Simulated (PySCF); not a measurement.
```xyz
17

C    -2.0422    0.4878   -0.7602
C    -1.0506    0.1130    0.0327
C    -0.5878   -1.3157    0.1099
N     0.8592   -1.4177    0.1707
Si    1.9490   -0.2097   -0.3749
C     1.0332    1.3712    0.1992
O     1.4334    2.4958    0.0183
C    -0.2937    1.0855    0.8838
H    -2.5652   -0.2136   -1.3882
H    -2.3825    1.5083   -0.7975
H    -1.0030   -1.7681    1.0238
H    -0.9904   -1.8747   -0.7453
H     1.1589   -2.3803    0.1786
H     3.1855   -0.4256    0.3713
H     2.2000   -0.0904   -1.8179
H    -0.8497    2.0121    1.0346
H    -0.0610    0.6342    1.8512
```

Geometry: GFN2-xTB.

These are results of PySCF, PBE0/pcSseg-1, SCF density, gas phase, non-relativistic, not measurements.

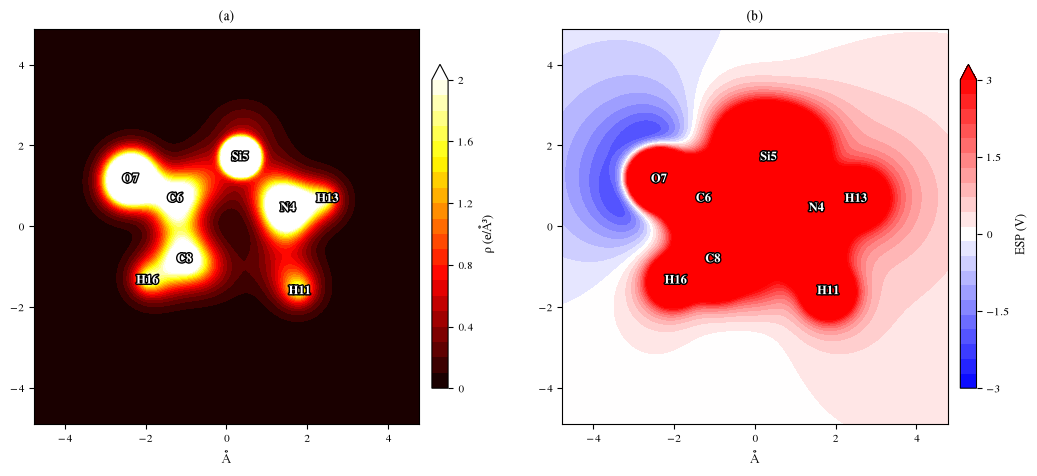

C$_{5}$H$_{9}$NOSi (SMILES C=C1CN[SiH2]C(=O)C1). (a) total electron density; (b) electrostatic potential on the plane of atoms O7, C6 and C8.

Describe what can be read from this map.

Answer. The plane passes through N, Si, C, O and H nuclei.
C–O (1.21 Å): the density is about 3.3 e/Å³ at the midpoint.
Si–N (1.72 Å): the density is about 1.1 e/Å³ at the midpoint.
C–Si (1.92 Å): the density is about 0.94 e/Å³ at the midpoint.
N–H (1.01 Å): ρ is about 2.8 e/Å³ halfway.
C–C (1.52 Å): ρ at the midpoint is about 1.7 e/Å³.
Outside the dense part of the molecule the potential is most negative (−2.1 V) near O7.
